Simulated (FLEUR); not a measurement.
# free Ni(111) film, 4 layers: anisotropy by force theorems

One state of free Ni(111) film, 4 layers is converged without symmetry. Force theorems then give its anisotropy.

Program: FLEUR MaX-R8.1. Level of theory: PBE; all-electron FLAPW film, Dirac cores, scalar-relativistic bands. Results are calculated unless marked as measured.

## 1. Starting point

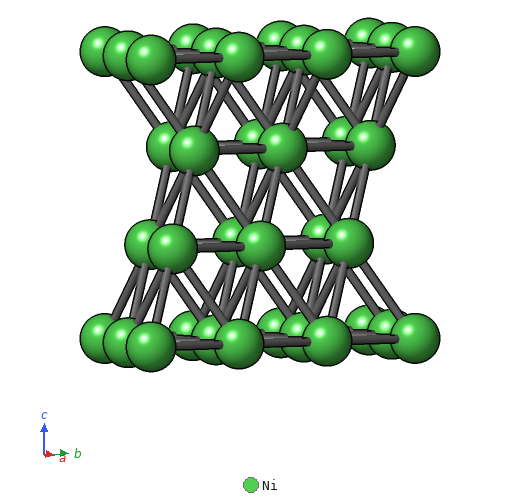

Start, viewed from the side, with the c axis up; nickel green. 2×3×1 cells are drawn. Some periodic images of atoms are drawn too.

The cell holds 4 atoms: 4 Ni. Its edges and angles: a = 2.492 Å, b = 2.492 Å, c = 20.104 Å, α = 90.0°, β = 90.0°, γ = 120.0°. Layers at typed spacings, unrelaxed. Vacuum lies along c.

Structure file:

```xyz
4
Lattice="2.4917 0.0000 0.0000 -1.2458 2.1579 0.0000 0.0000 0.0000 20.1035" Properties=species:S:1:pos:R:3
Ni    0.0000    0.0000    7.0000
Ni    1.2459    0.7193    9.0345
Ni    0.0000    1.4386   11.0690
Ni    0.0000    0.0000   13.1035
```

It is built of layers of Ni (space group 225).

## 2. Reference state

The force theorems are single passes in this state's potential, so it has to be converged first.

No symmetry is used, so that later steps may turn the spins freely; k and −k are joined. FLEUR takes the sheet as a true film: the images along c are dropped, heights are typed in bohr, and the vacuum on both sides is semi-infinite. inpgen writes inp.xml from crystal.txt; cutoffs, mixing, functional, smearing and local orbitals are then set in the file. The k list scf (kpts.xml, not shown) is a Γ-centred 14×14×1 mesh; where the ranks do not divide the number of points, some are split in two of half the weight.

File inp.xml:

```
<?xml version="1.0" encoding="UTF-8" standalone="no"?>
<fleurInput fleurInputVersion="0.39">
   <comment>
      Ni
   </comment>
   <calculationSetup>
      <cutoffs Kmax="3.66" Gmax="11.0" GmaxXC="11.0" numbands="0"/>
      <scfLoop itmax="150" minDistance="0.00002" maxIterBroyd="15" imix="Anderson" alpha="0.03" precondParam="0.0" spinf="2.0" sdNocoIR="T"/>
      <coreElectrons ctail="F" frcor="F" kcrel="0" coretail_lmax="0"/>
      <xcFunctional name="pbe" relativisticCorrections="F"/>
      <magnetism jspins="2" l_noco="F" l_ss="F">
         <qss>0.0 0.0 0.0</qss>
         <mtNocoParams l_mperp="F" l_mtNocoPot="F" l_relaxSQA="F" mag_mixing_scheme="0" mix_RelaxWeightOffD="1.0" l_constrained="F" mix_constr="1.0"/>
         <sourceFreeMag l_sourceFree="F" l_scaleMag="F" mag_scale="1.0"/>
      </magnetism>
      <soc l_soc="F" theta="0.0" phi="0.0" spav="F"/>
      <expertModes spex="0" secvar="F"/>
      <geometryOptimization l_f="F" forcealpha="1.0" forcemix="BFGS" epsdisp="0.00001" epsforce="0.00001"/>
      <ldaU l_linMix="F" mixParam="0.05" spinf="1.0"/>
   </calculationSetup>
   <cell>
      <bzIntegration valenceElectrons="72.0" mode="hist" fermiSmearingEnergy="0.00183747">
         <kPointListSelection listName="scf"/>
         <xi:include xmlns:xi="http://www.w3.org/2001/XInclude" href="kpts.xml"> </xi:include>
      </bzIntegration>
      <xi:include xmlns:xi="http://www.w3.org/2001/XInclude" href="sym.xml"> </xi:include>
      <filmLattice scale="1.0" dVac="16.81" dTilda="19.31">
         <bravaisMatrixFilm>
            <row-1>    4.7086300406703598     0.0000001262337051</row-1>
            <row-2>   -2.3543151296652853     4.0777931691130949</row-2>
         </bravaisMatrixFilm>
         <vacuumEnergyParameters vacuum="1" spinUp="-.25" spinDown="-.25"/>
         <vacuumEnergyParameters vacuum="2" spinUp="-.25" spinDown="-.25"/>
      </filmLattice>
   </cell>
   <atomSpecies>
      <species name="Nickel (Ni1.000" element="Ni" atomicNumber="28">
         <mtSphere radius="2.24" gridPoints="741" logIncrement="0.016"/>
         <atomicCutoffs lmax="8" lnonsphr="6"/>
         <electronConfig flipSpins="F">
            <coreConfig>(1s1/2) (2s1/2) (2p1/2) (2p3/2)</coreConfig>
            <valenceConfig>(3s1/2) (3p1/2) (3p3/2) (4s1/2) (3d3/2) (3d5/2)</valenceConfig>
            <stateOccupation state="(3d3/2)" spinUp="1.6" spinDown="1.6"/>
            <stateOccupation state="(3d5/2)" spinUp="2.9" spinDown="1.9"/>
         </electronConfig>
         <energyParameters s="4" p="4" d="3" f="4"/>
         <lo type="SCLO" l="0" n="3" eDeriv="0"/>
         <lo type="SCLO" l="1" n="3" eDeriv="0"/>
      </species>
   </atomSpecies>
   <atomGroups>
      <atomGroup species="Nickel (Ni1.000">
         <filmPos label="                   1">.0000000000 .0000000000 -5.7669745486</filmPos>
         <force calculate="T" relaxXYZ="TTT"/>
         <nocoParams  alpha="0.0" beta="0.0"/>
      </atomGroup>
      <atomGroup species="Nickel (Ni1.000">
         <filmPos label="                   2">-1.000/3.000 1.000/3.000 -1.9223375129</filmPos>
         <force calculate="T" relaxXYZ="TTT"/>
         <nocoParams  alpha="0.0" beta="0.0"/>
      </atomGroup>
      <atomGroup species="Nickel (Ni1.000">
         <filmPos label="                   3">1.000/3.000 -1.000/3.000 1.9223375129</filmPos>
         <force calculate="T" relaxXYZ="TTT"/>
         <nocoParams  alpha="0.0" beta="0.0"/>
      </atomGroup>
      <atomGroup species="Nickel (Ni1.000">
         <filmPos label="                   4">.0000000000 .0000000000 5.7669745486</filmPos>
         <force calculate="T" relaxXYZ="TTT"/>
         <nocoParams  alpha="0.0" beta="0.0"/>
      </atomGroup>
   </atomGroups>
   <output dos="F" band="F" slice="F">
      <bandDOS minEnergy="-.5*Htr" maxEnergy="0.5*Htr" sigma="0.015" storeEVData="T"/>
      <plotting iplot="0" polar="F">
         <plot TwoD="T" vec1="  1.0  0.0  0.0" vec2="  0.0  1.0  0.0" vec3="  0.0  0.0  1.0" zero="  0.0  0.0 -0.5" file="plot"/>
      </plotting>
      <moessbauerParams electricFieldGradient="F" isomerShift="F" coreHyperfine="F" valenceHyperfine="F"/>
   </output>
</fleurInput>
```

File crystal.txt:

```
Ni
&input film=T cartesian=F /
2.49169971213  0.00000006680  0.00000000000
-1.24584991392  2.15787521590  0.00000000000
0.00000000000  0.00000000000  1.00000000000
1.8897261246
1.0 1.0 1.0

4
28 0.00000000000  0.00000000000  -5.76697454864 : 1.000
28 0.66666666667  0.33333333333  -1.92233751292 : 1.000
28 0.33333333333  0.66666666667  1.92233751292 : 1.000
28 0.00000000000  0.00000000000  5.76697454864 : 1.000

&kpt div1=14 div2=14 div3=1 gamma=T /
```

Started as:

```console
$ OMP_NUM_THREADS=1 inpgen -f crystal.txt -nosym -noco > inpgen.log  # inp.xml is then edited as shown
$ OMP_NUM_THREADS=1 mpirun -n 4 fleur_MPI > fleur.log
```

The log of the run:

```text
Welcome to FLEUR        (www.flapw.de)
      MaX-Release 8.1          (www.max-centre.eu)

 ========== k-point set info ==========
 Selected k-point list: scf
 k-point list type: mesh
 0 x 0 x 0
 Number of k points: 100

 ------------Calculation Setup---------------------------
 Number of MPI-tasks      :            4
 Number of PE/node        :            4
 Number of OMP-threads    :            1
 k-points in parallel     :            4
 pe's per k-point         :            1
 No of k-point loops      :           25
 Eigenvalue solver        :       lapack
 Number of basis functions:          341
 Approximate size of matrices (H+S) per k-point:         0.003 GB
 --------------------------------------------------------
 Iteration:     1   Distance:      29.59585163 me/bohr^3
 Iteration:     2   Distance:      25.82334541 me/bohr^3
 Iteration:     3   Distance:      16.79931025 me/bohr^3
 Iteration:     4   Distance:      16.01427510 me/bohr^3
 Iteration:     5   Distance:       8.83080050 me/bohr^3
 Iteration:     6   Distance:      11.21777284 me/bohr^3
 Iteration:     7   Distance:       3.25638256 me/bohr^3
 Iteration:     8   Distance:       3.42326400 me/bohr^3
 Iteration:     9   Distance:       3.95526508 me/bohr^3
 Iteration:    10   Distance:       1.55902417 me/bohr^3
[... 29 iterations left out ...]
 Iteration:    40   Distance:       0.00013496 me/bohr^3
 Iteration:    41   Distance:       0.00010723 me/bohr^3
 Iteration:    42   Distance:       0.00006216 me/bohr^3
 Iteration:    43   Distance:       0.00003126 me/bohr^3
 Iteration:    44   Distance:       0.00007190 me/bohr^3
 Iteration:    45   Distance:       0.00003049 me/bohr^3
 Iteration:    46   Distance:       0.00002693 me/bohr^3
 Iteration:    47   Distance:       0.00002087 me/bohr^3
 Iteration:    48   Distance:       0.00002197 me/bohr^3
 Iteration:    49   Distance:       0.00001248 me/bohr^3

 ********************************************************************
 Run finished successfully
 Stop message:
   all done
 ********************************************************************

--- out.xml (last complete iteration) ---
<iteration numberForCurrentRun="   49" overallNumber="   49">
         [... left out ...]
         <bandgap value="0.0000000001" units="eV"/>
         <sumValenceSingleParticleEnergies value="-102.9364126001" units="Htr"/>
         <FermiEnergy value="-0.1866368241" units="Htr"/>
         <valenceDensity>
            <mtCharges spin="1">
               <mtCharge atomType="1" total="8.7932965" s="1.2008125" p="3.1312748" d="4.4501293" f="0.0083930"/>
               <mtCharge atomType="2" total="8.8448407" s="1.2018307" p="3.1736031" d="4.4542120" f="0.0116320"/>
               <mtCharge atomType="3" total="8.8448407" s="1.2018307" p="3.1736031" d="4.4542120" f="0.0116320"/>
               <mtCharge atomType="4" total="8.7932965" s="1.2008125" p="3.1312748" d="4.4501293" f="0.0083930"/>
            </mtCharges>
            <mtCharges spin="2">
               <mtCharge atomType="1" total="8.0887714" s="1.2046473" p="3.1490941" d="3.7236498" f="0.0087314"/>
               <mtCharge atomType="2" total="8.1334598" s="1.2058338" p="3.1927912" d="3.7187310" f="0.0125822"/>
               <mtCharge atomType="3" total="8.1334600" s="1.2058338" p="3.1927912" d="3.7187311" f="0.0125822"/>
               <mtCharge atomType="4" total="8.0887717" s="1.2046473" p="3.1490941" d="3.7236501" f="0.0087314"/>
            </mtCharges>
            <spinDependentCharge spin="1" total="37.3433852" interstitial="1.9755664" mtSpheres="35.2762744" vacuum1="0.0457722" vacuum2="0.0457722"/>
            <spinDependentCharge spin="2" total="34.6566150" interstitial="2.1155274" mtSpheres="32.4444629" vacuum1="0.0483124" vacuum2="0.0483124"/>
            <totalCharge value="72.0000002452"/>
         </valenceDensity>
         [... left out ...]
         <allElectronCharges>
            <spinDependentCharge spin="1" total="57.3433852" interstitial="1.9755664" mtSpheres="55.2762744" vacuum1="0.0457722" vacuum2="0.0457722"/>
            <spinDependentCharge spin="2" total="54.6566150" interstitial="2.1155274" mtSpheres="52.4444629" vacuum1="0.0483124" vacuum2="0.0483124"/>
            <totalCharge value="112.0000002467"/>
         </allElectronCharges>
         <magneticMomentsInMTSpheres units="muBohr">
            <globalMagMoment atomType="1" vec="0.00000   0.00000   0.70453"/>
            <localMagMoment atomType="1" vec="0.00000   0.00000   0.70453"/>
            <globalMagMoment atomType="2" vec="0.00000   0.00000   0.71138"/>
            <localMagMoment atomType="2" vec="0.00000   0.00000   0.71138"/>
            <globalMagMoment atomType="3" vec="0.00000   0.00000   0.71138"/>
            <localMagMoment atomType="3" vec="0.00000   0.00000   0.71138"/>
            <globalMagMoment atomType="4" vec="0.00000   0.00000   0.70452"/>
            <localMagMoment atomType="4" vec="0.00000   0.00000   0.70452"/>
         </magneticMomentsInMTSpheres>
         <moessbauerParams unitsHFF="kG" unitsIS="e/bohr^3" unitsEFG="Htr/bohr^2">
         </moessbauerParams>
         <totalEnergy value="    -6083.2744790262" units="Htr">
            <sumOfEigenvalues value="    -3546.0328920669">
               <coreElectrons value="-3443.0964794668"/>
               <valenceElectrons value="-102.9364126001"/>
            </sumOfEigenvalues>
            <densityCoulombPotentialIntegral value="-9395.8108173971"/>
            <densityEffectivePotentialIntegral value="-9726.1732940444"/>
            <chargeDenXCDenIntegral value="-254.3117273078"/>
            <FockExchangeEnergyValence value="0.0000000000"/>
            <FockExchangeEnergyCore value="0.0000000000"/>
            <atomTypeDependentContributions atomType="1">
               <electronNucleiInteractionDifferentMTs value="1823.5388051527"/>
               <MadelungTerm value="-4.3201368070"/>
            </atomTypeDependentContributions>
            <atomTypeDependentContributions atomType="2">
               <electronNucleiInteractionDifferentMTs value="1824.1720865530"/>
               <MadelungTerm value="-3.5678442180"/>
            </atomTypeDependentContributions>
            <atomTypeDependentContributions atomType="3">
               <electronNucleiInteractionDifferentMTs value="1824.1720861315"/>
               <MadelungTerm value="-3.5678443675"/>
            </atomTypeDependentContributions>
            <atomTypeDependentContributions atomType="4">
               <electronNucleiInteractionDifferentMTs value="1823.5388049427"/>
               <MadelungTerm value="-4.3201368251"/>
            </atomTypeDependentContributions>
            <tkbTimesEntropy value="0.0022625623"/>
            <freeEnergy value="-6083.2767415885"/>
            <extrapolationTo0K value="-6083.2756103073"/>
         </totalEnergy>
         <densityConvergence units="me/bohr^3">
            <chargeDensity spin="1" distance="0.0000085838"/>
            <chargeDensity spin="2" distance="0.0000083875"/>
            <overallChargeDensity distance="0.0000115031"/>
            <spinDensity distance="0.0000124797"/>
         </densityConvergence>
      </iteration>
```

Run time: 6.1 min. Hardware: 4 MPI ranks of Arm Neoverse V1, shared host; peak memory 0.87 GiB.

Spin moment in the muffin-tin sphere by atom:

| atom | spin moment in the muffin-tin sphere (μB) |
| --- | --- |
| Ni1 | 0.705 |
| Ni2 | 0.711 |
| Ni3 | 0.711 |
| Ni4 | 0.705 |

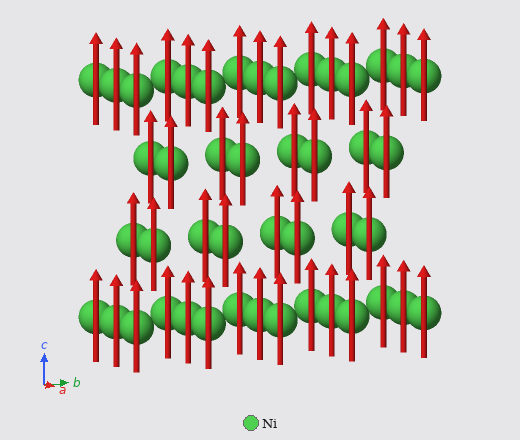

Spin moment in the muffin-tin sphere as arrows, the longest 0.711 μB. Up and down stand for the sign. Arrows give size and sign along the axis of quantisation, drawn up and down the page. 2×4×1 cells are drawn. Some periodic images of atoms are drawn too.

Read from the output:

```yaml
free_energy: -165534.3931 eV
program_s_band_gap_on_this_mesh_in_a_metal_only_a_level_spacing: 1.00e-10 eV
magnetization: 2.687 μB
final_state: ferromagnetic
```

After 49 cycles the largest moment stands at 0.711 μB.

## 3. Energy against the direction of the moments, rung 1

Anisotropy is a small difference, so it is taken from sums over occupied states at a frozen potential, where most errors cancel.

One pass with spin–orbit coupling for each direction, from the saved density. Inversion lets half of the mesh serve, which the program's warning doesn't know. The k list mae (kpts.xml, not shown) is a Γ-centred 23×23×1 mesh.

inp.xml, as its differences from that of step 2:

```diff
@@ -6,4 +6,4 @@
    <calculationSetup>
-      <cutoffs Kmax="3.66" Gmax="11.0" GmaxXC="11.0" numbands="0"/>
-      <scfLoop itmax="150" minDistance="0.00002" maxIterBroyd="15" imix="Anderson" alpha="0.03" precondParam="0.0" spinf="2.0" sdNocoIR="T"/>
+      <cutoffs Kmax="3.66" Gmax="11.0" GmaxXC="11.0" numbands="136"/>
+      <scfLoop itmax="1" minDistance="0.00002" maxIterBroyd="15" imix="Anderson" alpha="0.03" precondParam="0.0" spinf="2.0" sdNocoIR="T"/>
       <coreElectrons ctail="F" frcor="F" kcrel="0" coretail_lmax="0"/>
@@ -15,3 +15,3 @@
       </magnetism>
-      <soc l_soc="F" theta="0.0" phi="0.0" spav="F"/>
+      <soc l_soc="T" theta="0.0" phi="0.0" spav="F"/>
       <expertModes spex="0" secvar="F"/>
@@ -22,3 +22,3 @@
       <bzIntegration valenceElectrons="72.0" mode="hist" fermiSmearingEnergy="0.00183747">
-         <kPointListSelection listName="scf"/>
+         <kPointListSelection listName="mae"/>
          <xi:include xmlns:xi="http://www.w3.org/2001/XInclude" href="kpts.xml"> </xi:include>
@@ -79,2 +79,5 @@
    </output>
+   <forceTheorem>
+      <MAE theta="0.0 1.5707963 1.5707963" phi="0.0 0.0 1.5707963"/>
+   </forceTheorem>
 </fleurInput>
```

Started as:

```console
$ OMP_NUM_THREADS=1 mpirun -n 4 fleur_MPI -warn_only > fleur.log
```

The log of the run:

```text
[banner, memory and clock lines left out]
Welcome to FLEUR        (www.flapw.de)
      MaX-Release 8.1          (www.max-centre.eu)
************FLEUR-Warning*****************
Error message: k-point set is not compatible to missing time-reversal symmetry in calculation.
Error occurred in subroutine: gen_bz
Error from PE:0/4
Other PEs with error messages:
     1-k-point set is not compatible to missing time-reversal symmetry in calculation.
*****************************************

 ========== k-point set info ==========
 Selected k-point list: mae
 k-point list type: mesh
 0 x 0 x 0
 Number of k points: 268

 [... set-up left out ...]
 ********************************************************************
 Run finished successfully
 Stop message:
   Forcetheorem MAE
 ********************************************************************

--- out.xml (force theorem) ---
<Forcetheorem_MAE Angles="3" units="Htr">
            <Angle theta="0.0000000" phi="0.0000000" ev-sum="-102.940177217"/>
            <Angle theta="1.5707963" phi="0.0000000" ev-sum="-102.940195883"/>
            <Angle theta="1.5707963" phi="1.5707963" ev-sum="-102.940195855"/>
         </Forcetheorem_MAE>
```

It took 1.7 min on 4 MPI ranks; peak memory 1.2 GiB; 6.7 min of CPU time.

Anisotropy energies, by row:

| axis | x | y | z | band energy less the first axis' (meV a cell) |
| --- | --- | --- | --- | --- |
| z | 0 | 0 | 1 | 0 |
| x | 1 | 0 | 0 | -0.5079 |
| y | 0 | 1 | 0 | -0.5072 |

Shape anisotropy is not in these numbers.

## 4. Anisotropy by the force theorem, rung 2

A second rung shows how far the first can be trusted.

The k list mae (kpts.xml, not shown) is a Γ-centred 35×35×1 mesh.

inp.xml is that of step 3.

The log of the run:

```text
[banner, memory and clock lines left out]
Welcome to FLEUR        (www.flapw.de)
      MaX-Release 8.1          (www.max-centre.eu)
************FLEUR-Warning*****************
Error message: k-point set is not compatible to missing time-reversal symmetry in calculation.
Error occurred in subroutine: gen_bz
Error from PE:0/4
*****************************************

 ========== k-point set info ==========
 Selected k-point list: mae
 k-point list type: mesh
 0 x 0 x 0
 Number of k points: 616

 [... set-up left out ...]
 ********************************************************************
 Run finished successfully
 Stop message:
   Forcetheorem MAE
 ********************************************************************

--- out.xml (force theorem) ---
<Forcetheorem_MAE Angles="3" units="Htr">
            <Angle theta="0.0000000" phi="0.0000000" ev-sum="-102.940179361"/>
            <Angle theta="1.5707963" phi="0.0000000" ev-sum="-102.940193873"/>
            <Angle theta="1.5707963" phi="1.5707963" ev-sum="-102.940193851"/>
         </Forcetheorem_MAE>
```

Elapsed: 3.9 min, on 4 MPI ranks; peak memory 2.2 GiB; 15 min of CPU time.

Anisotropy energies, by row:

| axis | x | y | z | band energy less the first axis' (meV a cell) |
| --- | --- | --- | --- | --- |
| z | 0 | 0 | 1 | 0 |
| x | 1 | 0 | 0 | -0.3949 |
| y | 0 | 1 | 0 | -0.3943 |

(Continued in part 2 of 2.)

[Logs and program files are shortened in this print: banners, set-up blocks, solver, clock and traceback lines can be left out without a mark of their own.]

[Logs are printed without paths, hosts, clocks, repeated set-up lines and the standing remarks that a program may print on its own settings, such as how far it seeks lower states.]

[Hosts, paths, dates, database ids (printed as entryN), source tags and the programs' standing remarks are cut or masked in the printed files.]

[Where a cell is said to come from a database of computed structures, the database is the Materials Project.]
